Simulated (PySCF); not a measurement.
Ge(Cl)(NH2), SMILES [NH2][Ge][Cl] at its CAM-B3LYP/def2-SVP optimised geometry (Å):

```
5

Ge    -0.5691    -1.2228     0.0000
Cl     1.6478    -1.2228     0.0000
N     -0.7442     0.5749     0.0000
H      0.0396     1.2228    -0.0003
H     -1.6478     1.0393     0.0000
```

Level of theory: CAM-B3LYP/def2-TZVP (PySCF). Cells within 0.4 Å of a nucleus heavier than hydrogen are left out (blank, or x).

Map of the electrostatic potential (hartree/e), clipped to [-0.08, 0.12] on the plane z = 0.0 Å:

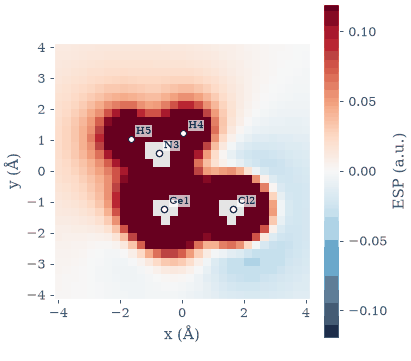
Figure. Electrostatic potential (hartree/e), clipped to [-0.08, 0.12] on the plane z = 0.0 Å.
